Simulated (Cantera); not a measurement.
Input: 1 mol CCl4, 6.9 mol H2, 0.58 mol HCl, at 0.00133 bar.

These are equilibrium values from Cantera (NASA tables, ideal gas, pure condensed phases), not measurements of a reactor. Candidate condensed phases: C, C6H6, C7H8, C8H18; 91 gas species. Equilibrium is a limit: real reactors are often held back by kinetics, nucleation or transport.

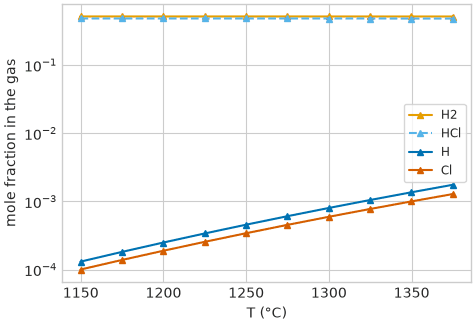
Figure. Equilibrium gas composition (values under 1e-9 drawn at 1e-9)

**Question.** Read off the mole fractions at 1225 °C.

**Answer.** H2 about 0.52, HCl about 0.48, H about 0.00034, Cl about 0.00025.
